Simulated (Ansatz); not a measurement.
# Calculations on SiH2SCl

### Relaxation

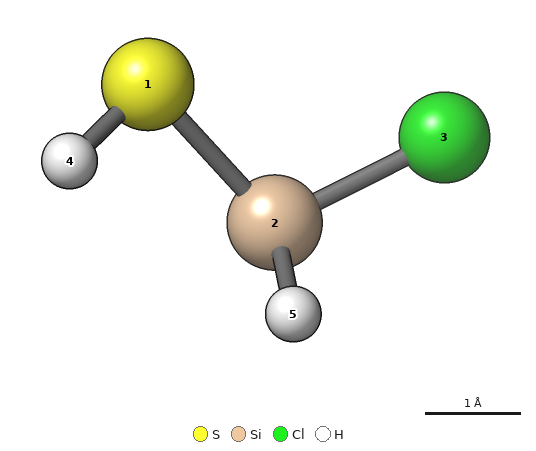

This is the input geometry for a relaxation of SiH2SCl (multiplicity 2). Style: ball-and-stick. Shown at a tilt.

The run prepares an end point of a later path (torsion) calculation, from a guessed geometry.

Level of theory: UKS B3LYP-D4/STO-3G in Ansatz 0.2.0.

The input:
```yaml
crystal:
  periodic: [false, false, false]
  atoms:
    - { symbol: S, position_ang: [-1.4419, 0.1365, -0.2467] }
    - { symbol: Si, position_ang: [0.6483, 0.146, -0.3413] }
    - { symbol: Cl, position_ang: [1.3305, 1.804, 0.6231] }
    - { symbol: H, position_ang: [-1.6014, -1.1161, -0.4823] }
    - { symbol: H, position_ang: [1.1144, -1.0439, 0.4058] }
magnetization:
  spin_polarized: true
  initial_magnetization: 1
basis:
  gaussian: { orbitals: STO-3G }
hamiltonian:
  xc: b3lyp
  dispersion: d4
relax:
  f_tol: 0.015
  max_steps: 40
output:
  orbitals: {}
```

Command:
```bash
ansatz run input.yaml --threads 1 --pin off --max-ram 2048MiB --backend cpu --events-out ev --progress --plain --runs-dir out
```

Question: Where does the relaxation end?

Answer: The atom that moves furthest after the best rigid fit is Si2 (0.075 Å). Largest moves by element: Si 0.075 Å, H 0.055 Å, S 0.055 Å, Cl 0.054 Å. Near-neighbour distances that change, for instance: Si2–Cl3 2.036 → 2.129 Å, S1–H4 1.285 → 1.363 Å, S1–Si2 2.092 → 2.141 Å, Si2–H5 1.480 → 1.468 Å. Among the angles between lasting bonds that change: Cl3–Si2–H5 108.1° → 103.5°, Si2–S1–H4 96.9° → 92.5°, S1–Si2–Cl3 108.5° → 105.5°. Over 6 geometry steps the energy falls by 25.1 kJ/mol. The largest force component goes from 3.1 to 0.002 eV/Å. The run took 12 s on 1 thread of Intel(R) Xeon(R) Platinum 8375C CPU @ 2.90GHz (Ice Lake), on a shared host, peak memory 0.15 GiB.

History of the run:

| step | E − E(0), kJ/mol | largest force component, eV/Å |
| --- | --- | --- |
| 0 | 0.00 | 3.1445 |
| 1 | -19.21 | 0.7287 |
| 2 | -22.65 | 0.6307 |
| 3 | -25.00 | 0.0942 |
| 4 | -25.07 | 0.0277 |
| 5 | -25.08 | 0.0356 |
| 6 | -25.08 | 0.0020 |

Final geometry:

```xyz
5

S    -1.4754    0.1783   -0.2571
Si    0.6591    0.1157   -0.4090
Cl    1.3549    1.8141    0.6706
H    -1.5892   -1.1649   -0.4602
H     1.1005   -1.0167    0.4142
```

The end point in the same view:

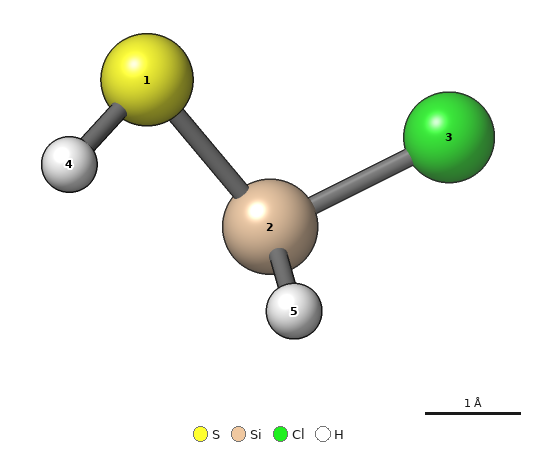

Limits of the set-up: STO-3G is a minimal basis, so the numbers are rough.

### Relaxation

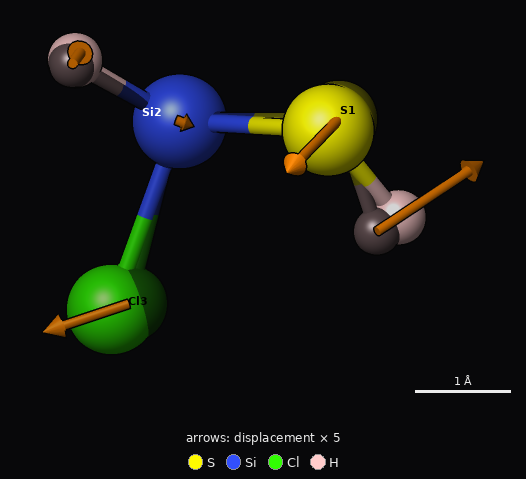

This is a relaxation of SiH2SCl (multiplicity 2). The starting structure is drawn faded, the final one solid; orange arrows show the displacements, 5 times their true length. The two geometries are superimposed by the best rigid fit.

Style: ball-and-stick. Shown at a tilt.

The run prepares an end point of a later path (torsion) calculation, from a guessed geometry.

Computed with UKS B3LYP-D4/STO-3G in Ansatz. Set-up: collinear spin; force threshold 0.015 eV/Å; at most 40 steps.

### What happened in the run?

Over 7 accepted moves (8 points after the start) the energy falls by 7.16 kcal/mol. The largest force component goes from 3 to 0.0041 eV/Å. The line search rejected the trial step at point 2 of the run. The atom that moves furthest after the best rigid fit is an H atom (0.31 Å). Largest moves by element: H 0.31 Å, S 0.28 Å, Cl 0.20 Å, Si 0.04 Å. Near-neighbour distances that change, for instance: Cl–Si 2.036 → 2.138 Å, H–S 1.285 → 1.361 Å, S–Si 2.092 → 2.127 Å, H–Si 1.480 → 1.463 Å. Bond angles that change, for instance: Cl–Si–H 108.1° → 103.8°, S–Si–H 106.7° → 104.0°. Groups turn about S–Si by about 30°. The run took 18 s on 1 thread of Intel(R) Xeon(R) Platinum 8375C CPU @ 2.90GHz (Ice Lake), with other jobs on the host, peak memory 0.15 GiB.

Limits of the set-up: STO-3G is a minimal basis, so the numbers are rough.

### Path

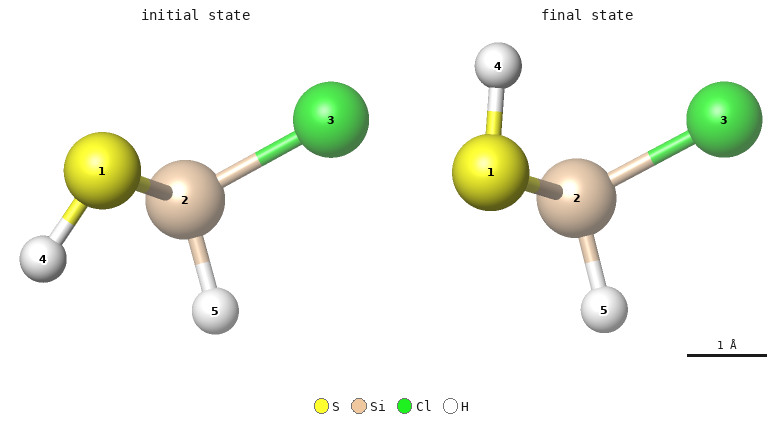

The two relaxed end points of a path for SiH2SCl (multiplicity 2). Style: ball-and-stick. Shown at a tilt.

All numbers below come from UKS B3LYP-D4/STO-3G (Ansatz 0.2.0).

The input:
```yaml
crystal:
  periodic: [false, false, false]
  atoms:
    - { symbol: S, position_ang: [-1.475504, 0.177864, -0.256621] }
    - { symbol: Si, position_ang: [0.658969, 0.115669, -0.409291] }
    - { symbol: Cl, position_ang: [1.354717, 1.814697, 0.669412] }
    - { symbol: H, position_ang: [-1.58913, -1.165425, -0.459176] }
    - { symbol: H, position_ang: [1.100847, -1.016306, 0.414276] }
magnetization:
  spin_polarized: true
  initial_magnetization: 1
basis:
  gaussian: { orbitals: STO-3G }
hamiltonian:
  xc: b3lyp
  dispersion: d4
neb:
  order_check: false
  images: 9
  f_tol: 0.05
  max_iterations: 60
  initial_path: idpp
  final_atoms:
    - { symbol: S, position_ang: [-1.26402138, -0.86818785, -0.05872473] }
    - { symbol: Si, position_ang: [0.72913804, -0.18528239, -0.35214569] }
    - { symbol: Cl, position_ang: [0.91284482, 1.78375769, 0.46148817] }
    - { symbol: H, position_ang: [-1.8514483, 0.21004215, -0.64676129] }
    - { symbol: H, position_ang: [1.52338582, -1.0138306, 0.55474353] }
```

Run as
```bash
ansatz run input.yaml --threads 1 --pin off --max-ram 2048MiB --backend cpu --events-out ev --progress --plain --runs-dir out
```

### What barrier does the band find between them, and by what path?

Forward barrier 0.124 eV, backward barrier 0.210 eV, with image 5 at the top; the reaction energy is −0.086 eV. The motion is a rotation about the S1–Si2 bond by about 150°. No bond forms or breaks between the ends. Among the angles between lasting bonds that change up to the highest image: S1–Si2–H5 106.4° → 109.2°, S1–Si2–Cl3 105.5° → 107.6°. The band converged in 6 iterations, with a climbing image at the top. At the top, the vibrational analysis gives one imaginary mode (281i cm⁻¹), as a transition state must have.

Energies of the converged images:

```json
{"image": "0", "path (Å)": "0.00", "E (eV)": "0.000"}
{"image": "1", "path (Å)": "0.23", "E (eV)": "0.010"}
{"image": "2", "path (Å)": "0.47", "E (eV)": "0.036"}
{"image": "3", "path (Å)": "0.70", "E (eV)": "0.073"}
{"image": "4", "path (Å)": "0.94", "E (eV)": "0.108"}
{"image": "5", "path (Å)": "1.17", "E (eV)": "0.124"}
{"image": "6", "path (Å)": "1.42", "E (eV)": "0.101"}
{"image": "7", "path (Å)": "1.66", "E (eV)": "0.042"}
{"image": "8", "path (Å)": "1.91", "E (eV)": "-0.024"}
{"image": "9", "path (Å)": "2.15", "E (eV)": "-0.070"}
{"image": "10", "path (Å)": "2.40", "E (eV)": "-0.086"}
```

The geometry at the top of the path:

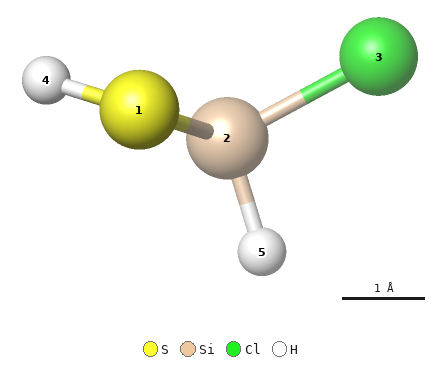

Limits of the set-up: STO-3G is a minimal basis, so the numbers are rough.
